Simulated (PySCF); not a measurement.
**C₅H₆BN: electronic excitations and core binding energies**

Wanted: the electronic excitations and core binding energies of C₅H₆BN (`C#CC#CB(C)N`), by calculation.

The runs use PySCF 2.14.0, with density-fitted response routines of our own; the level of theory stands in each step. All values are computed, except where a source is named. Atoms are numbered from 0 throughout.

### Step 1. The molecule as given

13 atoms, charge 0, multiplicity 1; geometry from: GFN2-xTB.

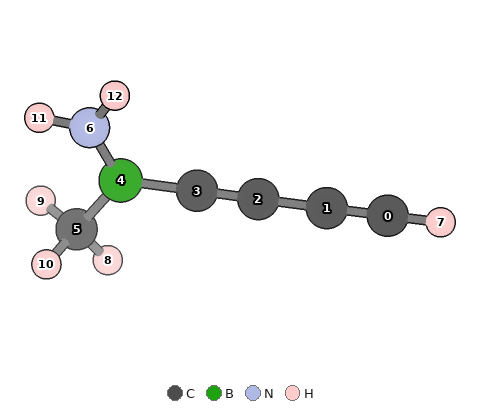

The starting geometry (carbon dark grey, boron green, nitrogen light blue, hydrogen pink), atoms numbered.

### Step 2. TDDFT and polarisability: PBE0/def2-SVPD

Job settings and geometry (Å):

```
{"job": {"kind": "uv", "xc": "PBE0", "basis": "def2-SVPD", "nstates": 8, "ntriplets": 3}, "charge": 0, "multiplicity": 1}
C      4.229695     0.066628    -0.370768
C      3.028256    -0.005222    -0.303532
C      1.674097    -0.087959    -0.236884
C      0.463667    -0.167928    -0.181313
B     -1.045079    -0.286591    -0.092136
C     -1.774499    -0.387619     1.318119
N     -1.785611    -0.300028    -1.266138
H      5.274919     0.124264    -0.426752
H     -1.088100    -0.604600     2.132351
H     -2.544840    -1.156694     1.318819
H     -2.268865     0.553190     1.557741
H     -2.788124    -0.379785    -1.283286
H     -1.379906    -0.228419    -2.183948
```

Level: TDDFT PBE0/def2-SVPD, vertical, gas phase, core orbitals frozen in the response.

Run with:

```sh
$ OMP_NUM_THREADS=1 python probes_run.py task.json out
```

The driver reads the jobs from task.json and runs them one after another.

Log:

```text
coarse grid: 11304 points
cycle   1  E = -273.0600582722  dE =  8.892e-01  |g| = 4.923e-01  |ddm| = 2.461e+01
cycle   2  E = -273.0305620750  dE =  2.950e-02  |g| = 5.871e-01  |ddm| = 3.231e+00
cycle   3  E = -273.1097400293  dE = -7.918e-02  |g| = 2.194e-01  |ddm| = 1.491e+00
cycle   4  E = -273.1234981190  dE = -1.376e-02  |g| = 4.344e-02  |ddm| = 6.753e-01
cycle   5  E = -273.1239150779  dE = -4.170e-04  |g| = 1.739e-02  |ddm| = 1.247e-01
cycle   6  E = -273.1239882714  dE = -7.319e-05  |g| = 4.104e-03  |ddm| = 8.605e-02
cycle   7  E = -273.1239921794  dE = -3.908e-06  |g| = 1.012e-03  |ddm| = 1.246e-02
final grid: 110472 points
cycle   8  E = -273.1620602945  dE = -2.532e-05  |g| = 7.094e-03  |ddm| = 3.590e-01
cycle   9  E = -273.1620531364  dE =  7.158e-06  |g| = 9.038e-03  |ddm| = 5.517e-02
cycle  10  E = -273.1620718820  dE = -1.875e-05  |g| = 2.262e-03  |ddm| = 1.612e-02
cycle  11  E = -273.1620731454  dE = -1.263e-06  |g| = 3.897e-04  |ddm| = 5.551e-03
cycle  12  E = -273.1620731858  dE = -4.038e-08  |g| = 1.193e-04  |ddm| = 2.018e-03
cycle  13  E = -273.1620731890  dE = -3.198e-09  |g| = 3.583e-05  |ddm| = 3.132e-04
cycle  14  E = -273.1620731893  dE = -3.134e-10  |g| = 1.275e-05  |ddm| = 2.385e-04
converged SCF energy = -273.1620731893

Static polarisability (au): isotropic 89.873, principal 52.050 65.366 152.203

Singlet excitations
state   eV       nm        f      main configurations
  1   4.0929    302.9   0.00002   H->L 0.98
  2   4.6202    268.4   0.04077   H-1->L 0.62, H->L+1 0.36
  3   4.9694    249.5   0.00001   H-1->L+1 0.96
  4   6.4527    192.1   0.47553   H-2->L 0.71, H-1->L 0.13, H->L+1 0.12
  5   6.5512    189.3   0.00099   H-3->L 0.74, H-5->L 0.12, H->L+4 0.08
  6   6.6560    186.3   0.06229   H->L+2 0.89
  7   6.6815    185.6   0.00151   H-1->L+2 0.91
  8   6.9979    177.2   0.00039   H-2->L+1 0.57, H-5->L 0.17, H-3->L 0.10

Triplet excitations (Tamm-Dancoff, eV): 3.4597 3.7266 4.0134
```

It took 38 s on 1 thread of Arm Neoverse N1, shared host; peak memory 0.72 GiB.

The orbitals next to the gap, with their largest atomic shares:

| orbital | eV | atoms |
| --- | --- | --- |
| HOMO−3 | -9.51 | C5 32 %, B4 20 %, C1 10 % |
| HOMO−2 | -8.78 | N6 51 %, B4 14 %, C1 6 % |
| HOMO−1 | -7.33 | C3 24 %, C0 22 %, C2 19 % |
| HOMO | -7.24 | C3 25 %, C0 24 %, C2 22 % |
| LUMO | -1.42 | C3 20 %, C0 17 %, C2 17 % |
| LUMO+1 | -0.60 | C0 24 %, C3 22 %, C1 19 % |
| LUMO+2 | 0.31 | B4 48 %, H11 11 %, H12 9 % |

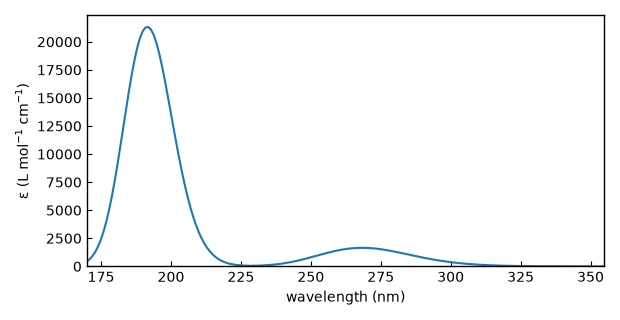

Absorption spectrum: each of the 8 states is a Gaussian band of 0.4 eV half-width at 1/e. Beyond the last state computed it falls off for lack of states.

Further results of this job:

| property | computed |
| --- | --- |
| dipole moment (D) | 1.64 |
| polarisability (Å³) | 13.32 |
| HOMO–LUMO gap (eV) | 5.82 |
| −ε(HOMO) (eV) | 7.24 |

### Step 3. X-ray photoelectron lines: SCAN, X2C

The job, as its differences from that of step 2:

```diff
@@ -1,2 +1,2 @@
-{"job": {"kind": "uv", "xc": "PBE0", "basis": "def2-SVPD", "nstates": 8, "ntriplets": 3}, "charge": 0, "multiplicity": 1}
+{"job": {"kind": "xps"}, "charge": 0, "multiplicity": 1}
 C      4.229695     0.066628    -0.370768
```

Method: delta-SCF UKS SCAN, pcX-2 on the ionised atom, pcseg-1 elsewhere, spin-free X2C.

Log:

```text
ground state, core basis on atom 0 (C), 159 functions
  cycle   1  E = -273.51135215  |g| = 6.37e-01
  cycle   2  E = -273.41459876  |g| = 8.35e-01
  cycle   3  E = -273.55771749  |g| = 4.29e-01
  cycle   4  E = -273.61735848  |g| = 5.79e-02
  cycle   5  E = -273.61795997  |g| = 3.44e-02
  cycle   6  E = -273.61822957  |g| = 1.54e-02
  cycle   7  E = -273.61828803  |g| = 5.40e-03
  cycle   8  E = -273.61829201  |g| = 2.48e-03
  cycle   9  E = -273.61829493  |g| = 4.42e-04
  E(ground) = -273.63117761 Eh
hole in C 1s of atom 0
  cycle   1  E = -262.35987166  |g| = 1.51e+00
  cycle   2  E = -259.27863244  |g| = 2.48e+00
  cycle   3  E = -262.31647839  |g| = 9.92e-01
  cycle   4  E = -262.72022942  |g| = 6.67e-01
  cycle   5  E = -262.90841557  |g| = 3.08e-01
  cycle   6  E = -262.94463039  |g| = 1.49e-01
  cycle   7  E = -262.95587991  |g| = 4.49e-02
  cycle   8  E = -262.95728085  |g| = 1.33e-02
  cycle   9  E = -262.95752689  |g| = 1.04e-02
  cycle  10  E = -262.95768018  |g| = 6.91e-03
  cycle  11  E = -262.95789211  |g| = 5.01e-03
  cycle  12  E = -262.95796590  |g| = 2.92e-03
  cycle  13  E = -262.95798958  |g| = 1.48e-03
  cycle  14  E = -262.95799586  |g| = 9.19e-04
  cycle  15  E = -262.95799828  |g| = 5.14e-04
  cycle  16  E = -262.95799865  |g| = 2.72e-04
  E(ion) = -262.97039407 Eh   <S^2> = 0.8809   hole on atom = 1.000   binding energy = 290.095 eV
ground state, core basis on atom 1 (C), 159 functions
  cycle   1  E = -273.61956258  |g| = 6.65e-02
  cycle   2  E = -273.61660309  |g| = 1.05e-01
  cycle   3  E = -273.61905137  |g| = 5.24e-02
  cycle   4  E = -273.61984125  |g| = 1.75e-02
  cycle   5  E = -273.61992222  |g| = 4.97e-03
  cycle   6  E = -273.61992925  |g| = 7.44e-04
  cycle   7  E = -273.61992932  |g| = 2.47e-04
  E(ground) = -273.63318654 Eh
hole in C 1s of atom 1
  cycle   1  E = -262.34998003  |g| = 1.51e+00
  cycle   2  E = -256.37795781  |g| = 2.95e+00
  cycle   3  E = -261.38351923  |g| = 1.39e+00
  cycle   4  E = -262.79544778  |g| = 4.76e-01
  cycle   5  E = -262.78995306  |g| = 4.85e-01
  cycle   6  E = -262.90700062  |g| = 1.57e-01
  cycle   7  E = -262.92032941  |g| = 5.40e-02
  cycle   8  E = -262.92173150  |g| = 3.55e-02
  cycle   9  E = -262.92252513  |g| = 1.56e-02
  cycle  10  E = -262.92289733  |g| = 1.13e-02
  cycle  11  E = -262.92337708  |g| = 8.43e-03
  cycle  12  E = -262.92376007  |g| = 6.64e-03
  cycle  13  E = -262.92394278  |g| = 3.36e-03
  cycle  14  E = -262.92401426  |g| = 1.53e-03
  cycle  15  E = -262.92401923  |g| = 9.52e-04
  cycle  16  E = -262.92402210  |g| = 6.22e-04
  cycle  17  E = -262.92402170  |g| = 2.94e-04
  E(ion) = -262.93635875 Eh   <S^2> = 0.9496   hole on atom = 1.000   binding energy = 291.076 eV
ground state, core basis on atom 2 (C), 159 functions
  cycle   1  E = -273.61910052  |g| = 6.09e-02
  cycle   2  E = -273.61813928  |g| = 6.27e-02
  cycle   3  E = -273.61796125  |g| = 6.41e-02
  cycle   4  E = -273.61920900  |g| = 1.43e-02
  cycle   5  E = -273.61926877  |g| = 4.29e-03
  cycle   6  E = -273.61927245  |g| = 6.63e-04
  cycle   7  E = -273.61927123  |g| = 1.59e-04
  E(ground) = -273.63272361 Eh
hole in C 1s of atom 2
  cycle   1  E = -262.35625392  |g| = 1.52e+00
  cycle   2  E = -259.82005515  |g| = 2.49e+00
  cycle   3  E = -262.53996758  |g| = 8.49e-01
  cycle   4  E = -262.71634915  |g| = 5.94e-01
  cycle   5  E = -262.79914116  |g| = 4.57e-01
  cycle   6  E = -262.93483441  |g| = 7.60e-02
  cycle   7  E = -262.93659636  |g| = 5.30e-02
  cycle   8  E = -262.93825228  |g| = 2.01e-02
  cycle   9  E = -262.93862993  |g| = 1.38e-02
  cycle  10  E = -262.93897621  |g| = 9.45e-03
  cycle  11  E = -262.93943456  |g| = 6.96e-03
  cycle  12  E = -262.93968920  |g| = 5.16e-03
  cycle  13  E = -262.93978990  |g| = 3.13e-03
  cycle  14  E = -262.93984588  |g| = 1.77e-03
  cycle  15  E = -262.93985114  |g| = 1.24e-03
  cycle  16  E = -262.93985364  |g| = 9.21e-04
  cycle  17  E = -262.93985531  |g| = 5.68e-04
  cycle  18  E = -262.93985623  |g| = 4.79e-04
  E(ion) = -262.95240079 Eh   <S^2> = 0.9309   hole on atom = 1.000   binding energy = 290.626 eV
ground state, core basis on atom 3 (C), 159 functions
  cycle   1  E = -273.61714044  |g| = 6.50e-02
  cycle   2  E = -273.61499046  |g| = 9.45e-02
  cycle   3  E = -273.61652629  |g| = 5.49e-02
  cycle   4  E = -273.61735081  |g| = 1.57e-02
  cycle   5  E = -273.61742421  |g| = 6.26e-03
  cycle   6  E = -273.61743336  |g| = 5.92e-04
  cycle   7  E = -273.61743441  |g| = 1.74e-04
  E(ground) = -273.63064690 Eh
hole in C 1s of atom 3
  cycle   1  E = -262.37895043  |g| = 1.52e+00
  cycle   2  E = -259.86614535  |g| = 2.47e+00
  cycle   3  E = -262.28616669  |g| = 1.05e+00
  cycle   4  E = -262.81336838  |g| = 4.85e-01
  cycle   5  E = -262.86809109  |g| = 4.32e-01
  cycle   6  E = -262.96597224  |g| = 1.01e-01
  cycle   7  E = -262.96955755  |g| = 6.40e-02
  cycle   8  E = -262.97172449  |g| = 1.73e-02
  cycle   9  E = -262.97200540  |g| = 1.20e-02
  cycle  10  E = -262.97236276  |g| = 8.34e-03
  cycle  11  E = -262.97266179  |g| = 6.54e-03
  cycle  12  E = -262.97286840  |g| = 4.60e-03
  cycle  13  E = -262.97294497  |g| = 2.40e-03
  cycle  14  E = -262.97296086  |g| = 1.12e-03
  cycle  15  E = -262.97296490  |g| = 5.57e-04
  cycle  16  E = -262.97296519  |g| = 2.72e-04
  E(ion) = -262.98456254 Eh   <S^2> = 0.9305   hole on atom = 1.000   binding energy = 289.695 eV
ground state, core basis on atom 4 (B), 159 functions
  cycle   1  E = -273.60851380  |g| = 5.48e-02
  cycle   2  E = -273.60626720  |g| = 9.21e-02
  cycle   3  E = -273.60824889  |g| = 4.33e-02
  cycle   4  E = -273.60878656  |g| = 1.34e-02
  cycle   5  E = -273.60882865  |g| = 5.37e-03
  cycle   6  E = -273.60883716  |g| = 1.14e-03
  cycle   7  E = -273.60883732  |g| = 2.84e-04
  E(ground) = -273.62165715 Eh
hole in B 1s of atom 4
  cycle   1  E = -266.00158250  |g| = 1.18e+00
  cycle   2  E = -263.45759370  |g| = 2.16e+00
  cycle   3  E = -265.65190867  |g| = 1.01e+00
  cycle   4  E = -266.29919247  |g| = 4.67e-01
  cycle   5  E = -266.39063471  |g| = 2.17e-01
  cycle   6  E = -266.40065499  |g| = 1.81e-01
  cycle   7  E = -266.41898574  |g| = 3.34e-02
  cycle   8  E = -266.41959557  |g| = 1.50e-02
  cycle   9  E = -266.41971224  |g| = 9.94e-03
  cycle  10  E = -266.41978798  |g| = 5.01e-03
  cycle  11  E = -266.41982956  |g| = 3.06e-03
  cycle  12  E = -266.41985195  |g| = 1.72e-03
  cycle  13  E = -266.41985799  |g| = 1.21e-03
  cycle  14  E = -266.41985950  |g| = 6.20e-04
  cycle  15  E = -266.41986125  |g| = 6.15e-04
  cycle  16  E = -266.41986182  |g| = 3.71e-04
  E(ion) = -266.43399055 Eh   <S^2> = 0.8083   hole on atom = 1.000   binding energy = 195.586 eV
ground state, core basis on atom 5 (C), 159 functions
  cycle   1  E = -273.61282107  |g| = 5.66e-02
  cycle   2  E = -273.61277405  |g| = 1.91e-02
  cycle   3  E = -273.61272250  |g| = 2.37e-02
  cycle   4  E = -273.61285220  |g| = 7.21e-03
  cycle   5  E = -273.61286588  |g| = 1.30e-03
  cycle   6  E = -273.61286653  |g| = 2.21e-04
  E(ground) = -273.62482646 Eh
hole in C 1s of atom 5
  cycle   1  E = -262.40207476  |g| = 1.50e+00
  cycle   2  E = -261.72656127  |g| = 1.75e+00
  cycle   3  E = -262.75840085  |g| = 5.75e-01
  cycle   4  E = -262.67536596  |g| = 6.61e-01
  cycle   5  E = -262.95910855  |g| = 9.78e-02
  cycle   6  E = -262.95716746  |g| = 1.15e-01
  cycle   7  E = -262.96411724  |g| = 3.40e-02
  cycle   8  E = -262.96465835  |g| = 9.54e-03
  cycle   9  E = -262.96469711  |g| = 4.16e-03
  cycle  10  E = -262.96470718  |g| = 1.56e-03
  cycle  11  E = -262.96470844  |g| = 6.44e-04
  cycle  12  E = -262.96470872  |g| = 2.70e-04
  E(ion) = -262.97532020 Eh   <S^2> = 0.7657   hole on atom = 1.000   binding energy = 289.788 eV
ground state, core basis on atom 6 (N), 159 functions
  cycle   1  E = -273.62638419  |g| = 7.35e-02
  cycle   2  E = -273.62625841  |g| = 2.85e-02
  cycle   3  E = -273.62590360  |g| = 4.53e-02
  cycle   4  E = -273.62638304  |g| = 1.64e-02
  cycle   5  E = -273.62646536  |g| = 2.31e-03
  cycle   6  E = -273.62646438  |g| = 2.95e-04
  E(ground) = -273.63665705 Eh
hole in N 1s of atom 6
  cycle   1  E = -258.03520769  |g| = 1.86e+00
  cycle   2  E = -253.69078568  |g| = 2.86e+00
  cycle   3  E = -256.81248704  |g| = 1.68e+00
  cycle   4  E = -258.55596801  |g| = 5.64e-01
  cycle   5  E = -258.40895250  |g| = 7.02e-01
  cycle   6  E = -258.72454066  |g| = 1.75e-01
  cycle   7  E = -258.73695570  |g| = 1.04e-01
  cycle   8  E = -258.74127630  |g| = 4.96e-02
  cycle   9  E = -258.74258355  |g| = 9.00e-03
  cycle  10  E = -258.74262602  |g| = 2.92e-03
  cycle  11  E = -258.74263056  |g| = 1.73e-03
  cycle  12  E = -258.74263293  |g| = 7.11e-04
  cycle  13  E = -258.74263498  |g| = 5.42e-04
  cycle  14  E = -258.74263583  |g| = 4.97e-04
  E(ion) = -258.75182185 Eh   <S^2> = 0.7642   hole on atom = 1.000   binding energy = 405.037 eV
```

Wall time 2.5 min (1 thread of Arm Neoverse N1, shared host); peak memory 0.61 GiB.

Binding energies by hole, beside the orbital energy of the ground state; the difference holds orbital relaxation and, for a density functional, its self-interaction error:

| hole | stands for | environment | ΔSCF (eV) | −ε (eV) | ⟨S²⟩ |
| --- | --- | --- | --- | --- | --- |
| C1s on C0 | C0 | terminal alkyne carbon | 290.09 (doubtful) | 274.0 | 0.881 |
| C1s on C1 | C1 | alkyne carbon | 291.08 (doubtful) | 274.3 | 0.950 |
| C1s on C2 | C2 | alkyne carbon | 290.63 (doubtful) | 274.1 | 0.931 |
| C1s on C3 | C3 | alkyne carbon | 289.69 (doubtful) | 273.5 | 0.930 |
| B1s on B4 | B4 | boron bonded to 2 C, N | 195.59 | 180.1 | 0.808 |
| C1s on C5 | C5 | methyl carbon bonded to B | 289.79 | 272.7 | 0.766 |
| N1s on N6 | N6 | nitrogen bonded to B, 2 H | 405.04 | 386.1 | 0.764 |

Doubtful: the ion did not converge, its hole moved, or its ⟨S²⟩ is well above 0.75.

### Step 4. Summary of results

| quantity | value |
| --- | --- |
| lowest singlet (PBE0/def2-SVPD) | 4.09 eV (303 nm), f = 0.000 |
| brightest single state of those computed | state 4, 6.45 eV, f = 0.476 |
| lowest triplet | 3.46 eV |
| B1s binding energies, SCAN/pcX-2 | B4 195.59 eV |
| C1s binding energies, SCAN/pcX-2 (standing for 1 of 5 atoms) | C5 289.79 eV |
| N1s binding energies, SCAN/pcX-2 | N6 405.04 eV |

**Reading.** The first singlet state (HOMO→LUMO 0.98) lies at 4.09 eV and is dark; of the 8 states computed, the strongest absorption comes from state 4 at 6.45 eV. The lowest triplet lies 0.63 eV below the lowest singlet (triplets in Tamm-Dancoff, singlets in full TDDFT).
